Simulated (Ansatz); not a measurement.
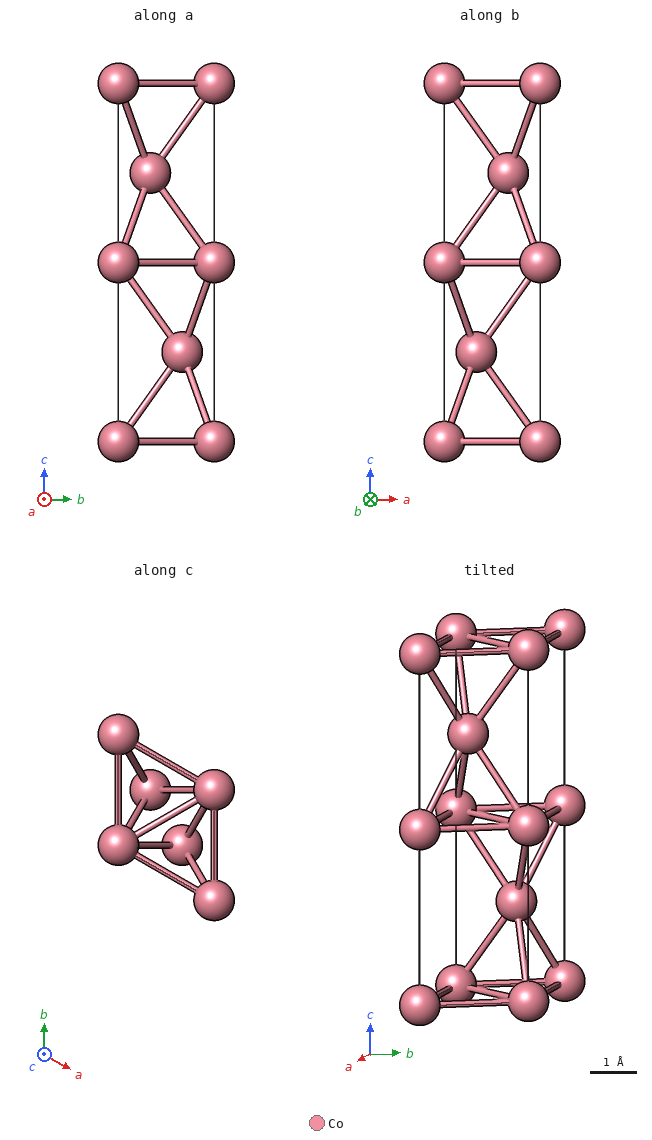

This ball-and-stick model is shown along the a axis, along the b axis, along the c axis and slightly off an axis. Lines trace the edges of the conventional unit cell.

Lattice parameters: a = 2.455 Å, b = 2.455 Å, c = 7.955 Å, α = 90.00°, β = 90.00°, γ = 120.00°. Put a along x and b in the xy plane.

### Transcribe the picture into a POSCAR file.

```
Co
1.0
     2.455    0.000    0.000
    -1.227    2.126    0.000
     0.000    0.000    7.955
Co
4
Direct
  0.0000 0.0000 0.0000
  0.0000 0.0000 0.5000
  0.3333 0.6667 0.2500
  0.6667 0.3333 0.7500
```

Starting structure: a structure type filled with this element by a generator (whether the element takes this form wasn't checked). Earlier steps of the study may have refined or changed the cell and positions. It was run through Ansatz as a DFT input.
